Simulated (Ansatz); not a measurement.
Consider ClH₃OSn.

The calculation's input:

```
crystal:
  periodic: [false, false, false]
  atoms:
    - { symbol: Sn, position_ang: [0.0, 0.0, 0.0] }
    - { symbol: Cl, position_ang: [0.0, 0.0, 2.41] }
    - { symbol: H, position_ang: [1.6408, 0.0, -0.5794] }
    - { symbol: H, position_ang: [-0.8195, 1.4198, -0.5794] }
    - { symbol: O, position_ang: [-0.9232, -1.5994, -0.6527] }
    - { symbol: H, position_ang: [-1.3778, -2.065, 0.1197] }
basis:
  gaussian: { orbitals: def2-SVP }
hamiltonian:
  xc: { name: BHLYP }
relax:
  f_tol: 0.02
  max_steps: 40
output:
  orbitals: {}
```

Launched as:

```sh
ansatz run input.yaml --threads 1 --pin off --max-ram 2048MiB --backend cpu --events-out ev --progress --plain --runs-dir out
```

The fields are those of the relaxed geometry.

Core potentials replace the inner electrons of Sn.

These are results of RKS BHLYP/def2-SVP (Ansatz), not measurements.

What will maps of the electron density and electron localisation function show?

Answer. Sn–Cl (2.35 Å): ρ is about 0.53 e/Å³ halfway; the ELF peaks at about 0.85 in the valence shell of Cl, 0.9 Å from its nucleus, and drops to about 0.15 between the two atoms.
Sn–H (1.70 Å): ρ at the midpoint is about 1.2 e/Å³; the ELF climbs to about 1 towards the hydrogen.

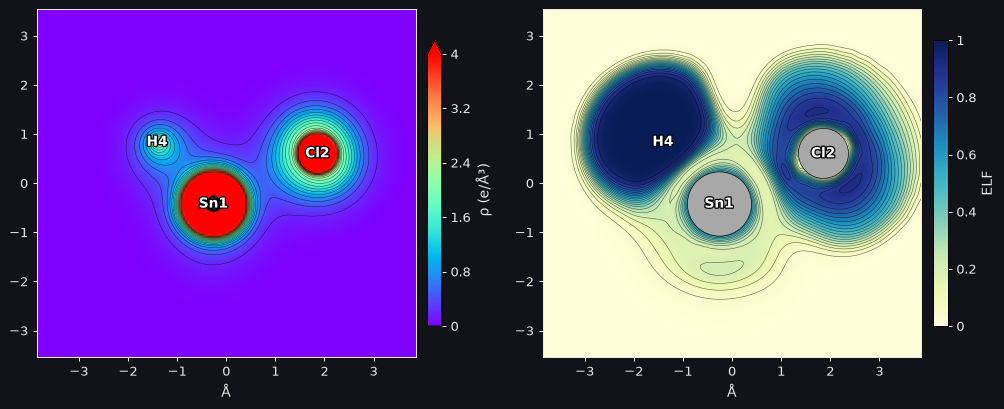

Computed electron density and electron localisation function on the plane of atoms Cl2, Sn1 and H4, in this order. Grey discs cover the atomic cores in the ELF map. 
